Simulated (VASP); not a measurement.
Band structure of Ta (bcc). Method: optB88-vdW, VASP's PBE PAW potentials (set 64) (plane waves; VASP 6.6.1).

Unless said otherwise, spin-orbit coupling is left out, though it shifts the bands of the heavy elements here.

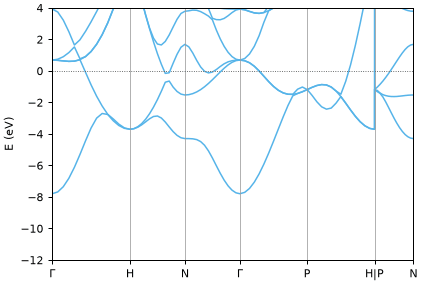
Figure: Bands along high-symmetry lines, zero at the valence-band maximum or, without a gap, the Fermi level

Task: Read the plot: is there a gap, and where are the band edges?

Result: It has no gap at this level: it comes out as a metal or semimetal. (Edges off the drawn lines would not show.)

The compound is Ta in the bcc structure. It was relaxed first.
